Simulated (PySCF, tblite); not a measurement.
# C₃H₆B₂F₂N₂: geometry, infrared bands and NMR shifts

Aim: predict the infrared bands and NMR shifts of C₃H₆B₂F₂N₂ (`N#CCB(N)CB(F)F`).

Programs: tblite 0.8.0 and PySCF 2.14.0, with density-fitted response routines of our own. Each step states its level of theory. These are calculated values for one molecule in the gas phase, unless marked as measured. Atoms are numbered from 0 throughout.

## (1) The molecule as given

15 atoms, charge 0, multiplicity 1; geometry from: force field or distance geometry start.

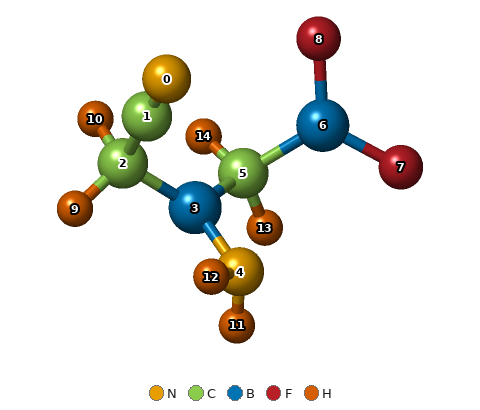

As it starts; nitrogen amber, carbon green, boron blue, fluorine red, hydrogen orange, atoms numbered.

## (2) Optimising the geometry with GFN2-xTB

What the job is given:

```
{"job": {"kind": "relax", "xc": "GFN2-xTB", "basis": "xTB"}, "charge": 0, "multiplicity": 1}
N     -1.398800     2.403800    -1.580300
C     -1.436400     1.314200    -1.227600
C     -1.454200    -0.085100    -0.781700
B     -0.395600    -0.394000     0.321900
N     -0.541500     0.349600     1.649600
C      1.026400    -1.000600     0.036900
B      2.152100     0.115600    -0.100800
F      3.022000     0.370500     1.052900
F      2.465800     0.653200    -1.409700
H     -2.509000    -0.302100    -0.403500
H     -1.238800    -0.702900    -1.691600
H     -0.604600    -0.390600     2.390800
H     -1.394900     0.961800     1.604800
H      1.299400    -1.607200     0.952400
H      1.003600    -1.678200    -0.836000
```

On the command line:

```sh
$ OMP_NUM_THREADS=1 python probes_run.py task.json out
```

This one command runs all jobs of the session in turn.

Log:

```text
step      E/eV     max force
  0    -742.40305    3.873
  1    -743.18678    2.770
  2    -743.54146    3.119
  3    -743.68050    2.586
  4    -743.70778    3.736
  5    -743.82884    0.741
  6    -743.86495    0.713
  7    -743.92306    0.701
  8    -743.98084    0.690
  9    -744.02994    0.619
 10    -744.06226    0.365
 11    -744.08467    0.418
 12    -744.10622    0.675
 13    -744.12633    0.654
 14    -744.15017    0.422
 15    -744.17639    0.381
 16    -744.19188    0.310
 17    -744.20522    0.298
 18    -744.20963    0.176
 19    -744.21279    0.154
 20    -744.21539    0.190
 21    -744.21745    0.152
 22    -744.21891    0.105
 23    -744.21982    0.078
 24    -744.22061    0.069
 25    -744.22123    0.061
 26    -744.22176    0.057
 27    -744.22226    0.052
 28    -744.22276    0.064
 29    -744.22328    0.052
 30    -744.22388    0.059
 31    -744.22452    0.064
 32    -744.22504    0.052
 33    -744.22541    0.052
 34    -744.22572    0.040
 35    -744.22605    0.044
 36    -744.22639    0.052
 37    -744.22671    0.055
 38    -744.22707    0.070
 39    -744.22755    0.062
 40    -744.22815    0.064
 41    -744.22868    0.058
 42    -744.22906    0.055
 43    -744.22943    0.055
 44    -744.22986    0.064
 45    -744.23039    0.085
 46    -744.23097    0.085
 47    -744.23160    0.074
 48    -744.23238    0.064
 49    -744.23324    0.059
 50    -744.23381    0.048
 51    -744.23413    0.045
 52    -744.23430    0.050
 53    -744.23443    0.037
 54    -744.23455    0.030
 55    -744.23470    0.035
 56    -744.23479    0.038
 57    -744.23496    0.033
 58    -744.23507    0.026
 59    -744.23515    0.023
 60    -744.23522    0.025
 61    -744.23532    0.029
 62    -744.23545    0.032
 63    -744.23558    0.028
 64    -744.23570    0.029
 65    -744.23582    0.029
 66    -744.23598    0.042
 67    -744.23618    0.042
 68    -744.23637    0.039
 69    -744.23655    0.050
 70    -744.23676    0.051
 71    -744.23706    0.061
 72    -744.23745    0.057
 73    -744.23777    0.035
 74    -744.23799    0.062
 75    -744.23818    0.061
 76    -744.23846    0.090
 77    -744.23880    0.058
 78    -744.23937    0.055
 79    -744.23950    0.052
 80    -744.23982    0.034
 81    -744.24006    0.034
 82    -744.24034    0.042
 83    -744.24057    0.098
 84    -744.24081    0.074
 85    -744.24125    0.067
 86    -744.24257    0.066
 87    -744.24336    0.139
 88    -744.24409    0.199
 89    -744.24433    0.134
 90    -744.24525    0.244
 91    -744.24575    0.054
 92    -744.24625    0.074
 93    -744.24697    0.074
 94    -744.24769    0.075
 95    -744.24708    0.288
 96    -744.24932    0.174
 97    -744.25025    0.111
 98    -744.24973    0.683
 99    -744.25247    0.095
100    -744.25320    0.111
101    -744.25440    0.421
102    -744.25554    0.242
103    -744.25780    0.121
104    -744.26053    0.093
105    -744.26235    0.394
106    -744.26416    0.149
107    -744.26755    0.194
108    -744.26346    0.887
109    -744.27071    0.582
110    -744.27367    0.223
111    -744.27705    0.140
112    -744.27760    0.370
113    -744.28118    0.206
114    -744.28338    0.163
115    -744.28702    0.173
116    -744.28694    0.316
117    -744.28925    0.108
118    -744.28996    0.059
119    -744.29086    0.125
120    -744.29111    0.053
121    -744.29155    0.051
122    -744.29181    0.037
123    -744.29190    0.054
124    -744.29204    0.085
125    -744.29229    0.105
126    -744.29268    0.113
127    -744.29319    0.074
128    -744.29370    0.050
129    -744.29412    0.066
130    -744.29445    0.044
131    -744.29479    0.044
132    -744.29515    0.044
133    -744.29552    0.047
134    -744.29582    0.064
135    -744.29622    0.056
136    -744.29654    0.052
137    -744.29678    0.069
138    -744.29692    0.043
139    -744.29702    0.046
140    -744.29708    0.025
141    -744.29713    0.040
142    -744.29719    0.059
143    -744.29725    0.069
144    -744.29734    0.064
145    -744.29744    0.057
146    -744.29754    0.044
147    -744.29764    0.038
148    -744.29773    0.039
149    -744.29782    0.041
150    -744.29791    0.053
151    -744.29801    0.052
152    -744.29810    0.060
153    -744.29819    0.048
154    -744.29827    0.044
155    -744.29835    0.027
156    -744.29841    0.030
157    -744.29847    0.019
158    -744.29852    0.035
159    -744.29858    0.022
160    -744.29863    0.028
161    -744.29868    0.015
162    -744.29871    0.012
163    -744.29873    0.010
```

Wall time 1.6 s (1 thread of Arm Neoverse N1, shared host); peak memory 0.18 GiB.

The steps of the relaxation: (not every step is listed)

| step | energy from step 0 (eV) | largest force (eV/Å) |
| --- | --- | --- |
| 0 | 0.0000 | 3.8733 |
| 1 | -0.7837 | 2.7696 |
| 2 | -1.1384 | 3.1188 |
| 3 | -1.2775 | 2.5863 |
| 4 | -1.3047 | 3.7359 |
| 5 | -1.4258 | 0.7408 |
| 6 | -1.4619 | 0.7125 |
| 7 | -1.5200 | 0.7007 |
| 8 | -1.5778 | 0.6904 |
| 23 | -1.8168 | 0.0777 |
| 38 | -1.8240 | 0.0695 |
| 53 | -1.8314 | 0.0375 |
| 68 | -1.8333 | 0.0390 |
| 83 | -1.8375 | 0.0981 |
| 98 | -1.8467 | 0.6831 |
| 113 | -1.8781 | 0.2062 |
| 128 | -1.8906 | 0.0502 |
| 143 | -1.8942 | 0.0695 |
| 158 | -1.8955 | 0.0350 |
| 159 | -1.8955 | 0.0220 |
| 160 | -1.8956 | 0.0279 |
| 161 | -1.8956 | 0.0151 |
| 162 | -1.8957 | 0.0122 |
| 163 | -1.8957 | 0.0100 |

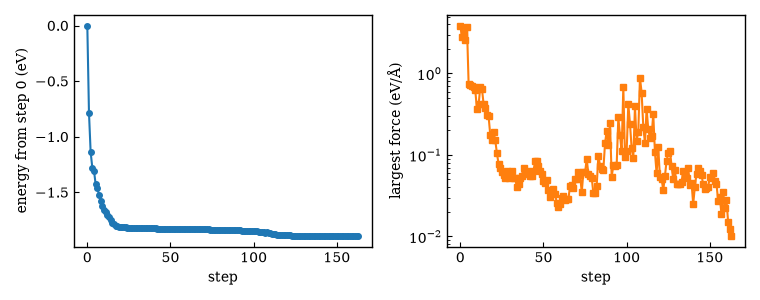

Energy and largest force along the relaxation.

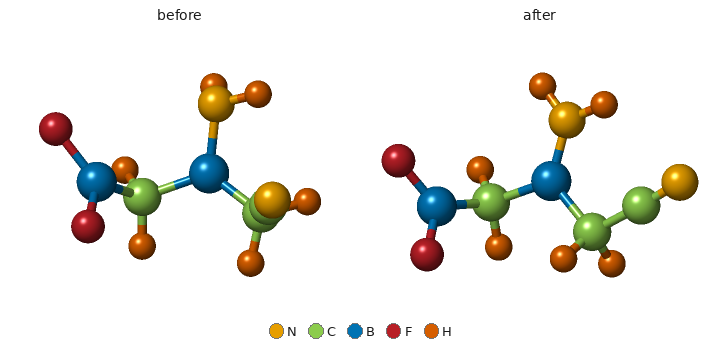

Before and after, at one scale.

Close pairs (by a distance rule), those that changed most:

| bond | before (Å) | after (Å) | change (Å) |
| --- | --- | --- | --- |
| B3–N4 | 1.529 | 1.375 | -0.153 |
| B6–F7 | 1.467 | 1.322 | -0.146 |
| B6–F8 | 1.449 | 1.322 | -0.127 |
| C2–H9 | 1.141 | 1.093 | -0.048 |
| C2–B3 | 1.560 | 1.606 | +0.045 |
| C5–H13 | 1.132 | 1.088 | -0.043 |
| N4–H12 | 1.051 | 1.008 | -0.043 |
| N4–H11 | 1.049 | 1.007 | -0.043 |

The final coordinates are the input of the step that follows.

## (3) Harmonic vibrations with GFN2-xTB

What the job is given:

```
{"job": {"kind": "ir", "xc": "GFN2-xTB", "basis": "xTB"}, "charge": 0, "multiplicity": 1}
N     -2.849153     2.040977    -0.704099
C     -2.075814     1.216641    -0.888012
C     -1.095967     0.184473    -1.049904
B     -0.297935    -0.124882     0.308493
N     -0.638495     0.510418     1.479706
C      0.923228    -1.165101     0.270109
B      2.215310    -0.398787    -0.165173
F      3.070871     0.129756     0.692198
F      2.519411    -0.154868    -1.428825
H     -1.605090    -0.712191    -1.413067
H     -0.394911     0.490937    -1.830662
H     -0.157306     0.375940     2.353517
H     -1.385583     1.184413     1.543839
H      1.062415    -1.611670     1.252633
H      0.704606    -1.958066    -0.442667
```

Log:

```text
mode    cm-1     km/mol
  1      22.7      3.45
  2      33.4      6.02
  3      40.6      0.96
  4      91.4      4.17
  5     125.0      9.40
  6     237.7      0.63
  7     318.2      1.13
  8     342.9      1.83
  9     348.1      0.74
 10     391.5      1.14
 11     432.1     27.09
 12     498.3     15.99
 13     538.0     12.09
 14     592.2     32.03
 15     672.2    197.47
 16     724.7     21.07
 17     776.3      6.92
 18     797.8     74.80
 19     819.1      7.34
 20     846.1      4.58
 21     993.1      1.02
 22    1018.4      9.42
 23    1080.8     27.08
 24    1105.7    212.15
 25    1131.3    163.92
 26    1222.5    231.29
 27    1259.3    455.44
 28    1267.2    364.09
 29    1399.3    128.45
 30    1411.8      6.57
 31    1462.8      8.51
 32    1537.5    175.90
 33    2402.8    272.55
 34    2958.6     10.51
 35    2974.7      9.49
 36    3015.7     15.21
 37    3019.6     25.44
 38    3469.6      7.99
 39    3511.1      1.24
```

Wall time 0.73 s (1 thread of Arm Neoverse N1, shared host); peak memory 0.18 GiB.

Which atoms move in the most intense modes:

| cm⁻¹ | km/mol | atoms |
| --- | --- | --- |
| 672 | 197.5 | H12 42 %, H11 36 %, N4 20 % |
| 1106 | 212.2 | B3 45 %, H9 14 % |
| 1131 | 163.9 | H13 43 %, H14 28 %, C5 19 % |
| 1222 | 231.3 | C2 38 %, H10 22 %, H9 20 % |
| 1259 | 455.4 | B6 68 %, F8 15 % |
| 1267 | 364.1 | B6 70 %, F7 17 % |
| 1538 | 175.9 | H12 33 %, H11 31 %, N4 23 %, B3 11 % |
| 2403 | 272.6 | C1 60 %, N0 39 % |

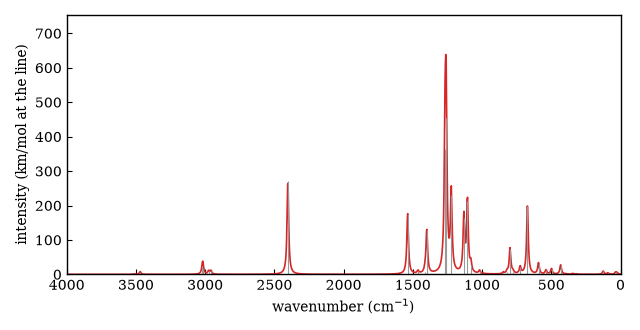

The infrared spectrum from these modes, unscaled. Lines are broadened to a width of 14 cm⁻¹ (Lorentzian).

## (4) Nuclear shieldings: PBE0/pcSseg-1

The job, as its differences from that of step 3:

```diff
@@ -1,2 +1,2 @@
-{"job": {"kind": "ir", "xc": "GFN2-xTB", "basis": "xTB"}, "charge": 0, "multiplicity": 1}
+{"job": {"kind": "nmr", "xc": "PBE0", "basis": "pcSseg-1"}, "charge": 0, "multiplicity": 1}
 N     -2.849153     2.040977    -0.704099
```

With the program's defaults for keys left out, this is: GIAO PBE0/pcSseg-1 NMR shielding, non-relativistic, gas phase.

Log:

```text
coarse grid: 13448 points
cycle   1  E = -476.2656157532  dE =  1.125e+00  |g| = 8.003e-01  |ddm| = 3.518e+00
cycle   2  E = -476.1089772836  dE =  1.566e-01  |g| = 1.233e+00  |ddm| = 1.377e+00
cycle   3  E = -476.3757372043  dE = -2.668e-01  |g| = 2.651e-01  |ddm| = 9.164e-01
cycle   4  E = -476.3904721019  dE = -1.473e-02  |g| = 6.178e-02  |ddm| = 2.000e-01
cycle   5  E = -476.3911593312  dE = -6.872e-04  |g| = 2.070e-02  |ddm| = 5.655e-02
cycle   6  E = -476.3912481387  dE = -8.881e-05  |g| = 3.579e-03  |ddm| = 1.505e-02
cycle   7  E = -476.3912509603  dE = -2.822e-06  |g| = 1.022e-03  |ddm| = 3.347e-03
final grid: 133464 points
cycle   8  E = -476.4444728718  dE = -6.289e-05  |g| = 7.481e-03  |ddm| = 2.435e-02
cycle   9  E = -476.4444713301  dE =  1.542e-06  |g| = 8.019e-03  |ddm| = 1.125e-02
cycle  10  E = -476.4444853809  dE = -1.405e-05  |g| = 8.940e-04  |ddm| = 5.591e-03
cycle  11  E = -476.4444855177  dE = -1.368e-07  |g| = 4.532e-04  |ddm| = 8.188e-04
cycle  12  E = -476.4444855570  dE = -3.930e-08  |g| = 1.622e-04  |ddm| = 3.919e-04
cycle  13  E = -476.4444855623  dE = -5.306e-09  |g| = 3.647e-05  |ddm| = 1.304e-04
cycle  14  E = -476.4444855626  dE = -2.830e-10  |g| = 8.328e-06  |ddm| = 2.832e-05
converged SCF energy = -476.4444855626

GIAO shielding tensors (ppm)
atom      isotropic    diamagn.    paramagn.     s11        s22        s33       span
  0 N      -28.209     340.489    -368.698   -196.858   -189.121    301.353    498.211
  1 C       63.106     260.669    -197.563    -54.729    -48.392    292.438    347.166
  2 C      178.663     255.199     -76.536    167.898    171.513    196.580     28.682
  3 B       61.252     192.718    -131.466     28.382     39.563    115.812     87.431
  4 N      150.421     319.392    -168.971     54.066    189.769    207.428    153.362
  5 C      175.437     260.372     -84.935    151.238    181.768    193.305     42.067
  6 B       72.125     193.604    -121.479     43.377     79.924     93.075     49.698
  7 F      237.215     466.691    -229.475     60.837    295.775    355.034    294.197
  8 F      239.073     468.742    -229.669     59.485    296.465    361.269    301.784
  9 H       29.911      29.435       0.476     24.435     29.643     35.654     11.219
 10 H       29.716      31.061      -1.345     24.216     29.689     35.244     11.029
 11 H       27.224      32.062      -4.838     22.154     25.434     34.085     11.932
 12 H       26.671      32.827      -6.156     21.066     25.820     33.126     12.060
 13 H       30.862      32.299      -1.436     27.473     28.651     36.463      8.990
 14 H       30.956      32.509      -1.553     27.611     29.223     36.035      8.424
```

Wall time 62 s (1 thread of Arm Neoverse N1, shared host); peak memory 0.82 GiB.

Shifts follow as δ = σ(reference) − σ, with reference shieldings (ppm) from runs at the same level and on the same kind of geometry: 1H TMS 31.72, 13C TMS 186.9, 19F CFCl3 170.9, 15N NH3 267.7, 11B BF3·OEt2 100.1. The references are single molecules in the gas phase, so shifts against H2O, NH3, PH3, H3PO4 or CFCl3 are not on the usual liquid scales and can be off by tens of ppm. Atoms listed in one row are averaged.

| atoms | environment | σ (ppm) | δ (ppm) | δ scaled to CDCl3 |
| --- | --- | --- | --- | --- |
| C1 | nitrile carbon | 63.1 | 123.8 | 118.9 |
| C5 | sp3 CH2 bonded to 2 B | 175.4 | 11.5 | 9.3 |
| C2 | sp3 CH2 bonded to B, α to a nitrile | 178.7 | 8.3 | 6.1 |
| H11, H12 | hydrogen on a nitrogen bonded to B | 26.95 | 4.77 | – |
| H9, H10 | hydrogen on an sp3 CH2 bonded to B, α to a nitrile | 29.81 | 1.90 | 1.90 |
| H13, H14 | hydrogen on an sp3 CH2 bonded to 2 B | 30.91 | 0.81 | 0.87 |
| N0 | nitrile nitrogen | -28.2 | 295.9 | – |
| N4 | nitrogen bonded to B, 2 H | 150.4 | 117.3 | – |
| B3 | boron bonded to 2 C, N | 61.3 | 38.8 | – |
| B6 | boron bonded to C, 2 F | 72.1 | 27.9 | – |
| F7, F8 | fluorine bonded to B | 238.1 | -67.2 | – |

The scaled column applies a straight-line fit of computed shieldings to shifts measured in CDCl3, and one for carbons that bear F (root-mean-square error 0.16 ppm for H, 1.9 ppm for C).

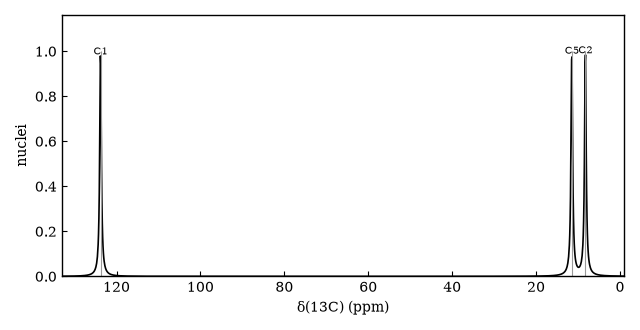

13C lines at the computed shifts, without couplings. Lines are broadened to a width of 0.46 ppm (Lorentzian).

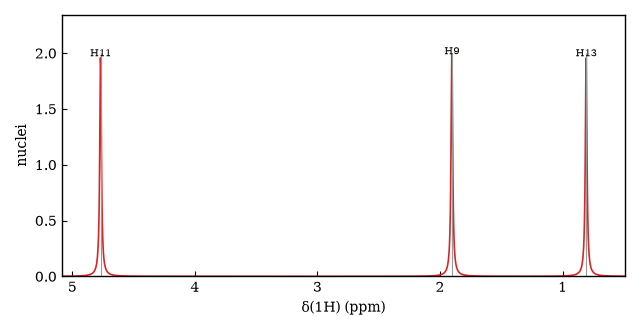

1H lines at the computed shifts, without couplings. Lines are broadened to a width of 0.02 ppm (Lorentzian).

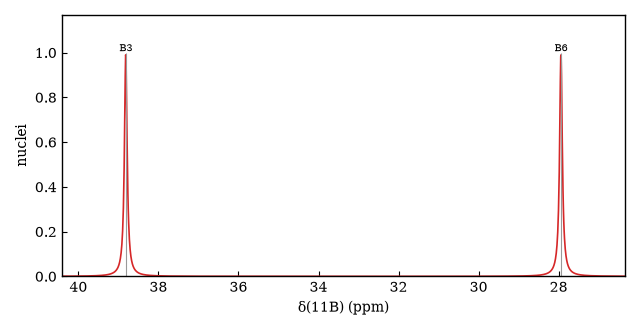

11B lines at the computed shifts, without couplings. Lines are broadened to a width of 0.08 ppm (Lorentzian).

The run also stored atomic charges by several schemes (e):

| atoms | Mulliken | IAO | Hirshfeld | ESP fit |
| --- | --- | --- | --- | --- |
| N0 | -0.26 | -0.28 | -0.24 | -0.54 |
| C1 | 0.02 | 0.15 | 0.08 | 0.52 |
| C2 | -0.42 | -0.45 | -0.11 | -0.76 |
| B3 | 0.48 | 0.30 | 0.19 | 0.81 |
| N4 | -0.41 | -0.52 | -0.22 | -1.06 |
| C5 | -0.68 | -0.60 | -0.22 | -0.85 |
| B6 | 0.77 | 0.74 | 0.31 | 0.84 |
| F7, F8 | -0.29 | -0.32 | -0.14 | -0.32 |

Mulliken charges:

N0 -0.26; C1 0.02; C2 -0.42; B3 0.48; N4 -0.41; C5 -0.68; B6 0.77; F7 -0.29; F8 -0.30; H9 0.19; H10 0.19; H11 0.20; H12 0.21; H13 0.15; H14 0.15

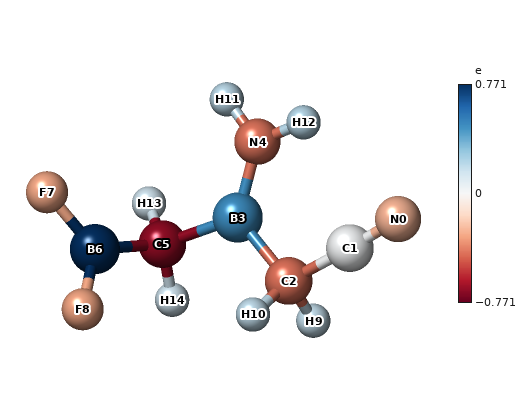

Mulliken charges, as colours on the atoms.

Mayer bond orders: N0–C1 3.04, C1–C2 1.06, C2–B3 0.89, B3–N4 1.45, B3–C5 0.96, C5–B6 0.98, B6–F7 1.11, B6–F8 1.10.

Orbitals, density, ELF and potential are computed afterwards from the orbital file.

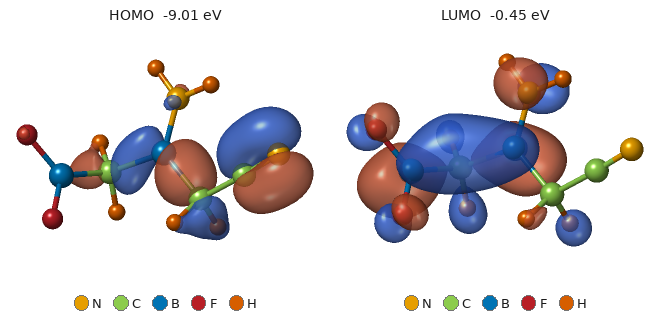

Frontier orbitals at PBE0/pcSseg-1; each surface holds 70 % of the orbital's density, blue and red mark the sign.

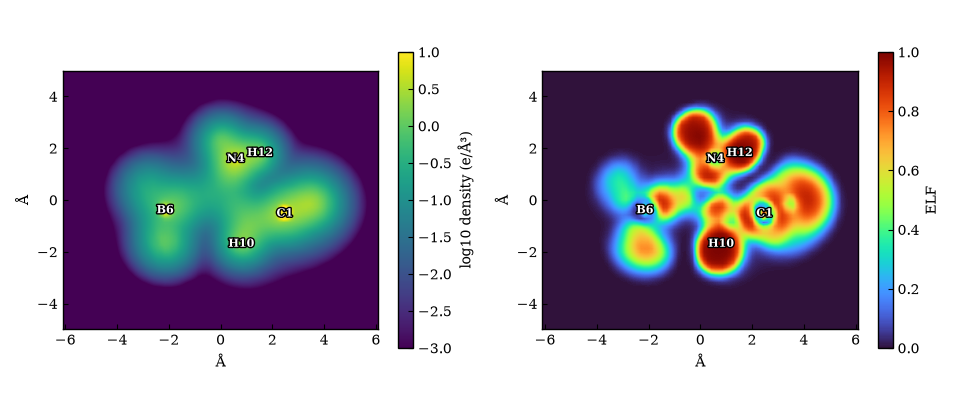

Density (left) and ELF (right) in a plane through or near 5 of the atoms.

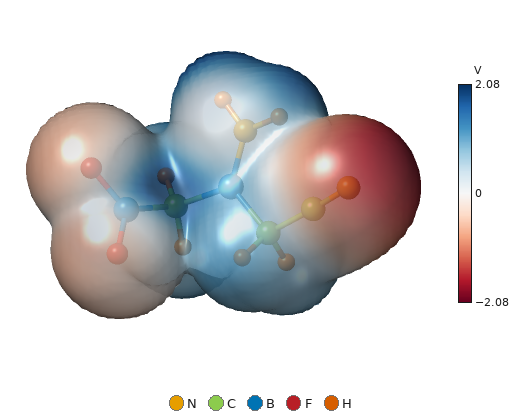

The potential that a unit positive charge feels on the 0.002 e/bohr³ surface, from -1.77 V near N0 to 2.08 V near H11.

## (5) What came out

| quantity | value |
| --- | --- |
| strongest single infrared mode (GFN2-xTB) | 1259 cm⁻¹, 455 km/mol |
| zero-point energy (GFN2-xTB) | 64.2 kcal/mol |
| 13C shifts against TMS (PBE0/pcSseg-1) | 123.8, 11.5, 8.3 ppm |
| 1H shifts against TMS (PBE0/pcSseg-1, means over atoms taken as alike) | 4.77, 1.90, 0.81 ppm |
| 15N shifts against NH3 (PBE0/pcSseg-1) | 295.9, 117.3 ppm |
| 11B shifts against BF3·OEt2 (PBE0/pcSseg-1) | 38.8, 27.9 ppm |
| 19F shifts against CFCl3 (PBE0/pcSseg-1, means over atoms taken as alike) | -67.2 ppm |
| surface potential, least and greatest | -1.77 V and 2.08 V |

What this shows: Relaxing lowered the energy by 1.896 eV in 163 steps; the close pair that moved most is B3–N4, from 1.529 to 1.375 Å. No mode is imaginary among the 39: a minimum at this level. The strongest single mode, at 1259 cm⁻¹, moves mainly B6. Unscaled tight-binding wavenumbers are off by several per cent, some by more. Its intensities can rank the bands wrongly. At PBE0/pcSseg-1: The widest tensor belongs to N0: span 498 ppm, with a paramagnetic part of -369 ppm. At PBE0/pcSseg-1, counted by nearest atom on the grid, the HOMO lies on N0 36 %; C1 17 %, the LUMO on B3, B6 about 28 % each; N4 8 %.
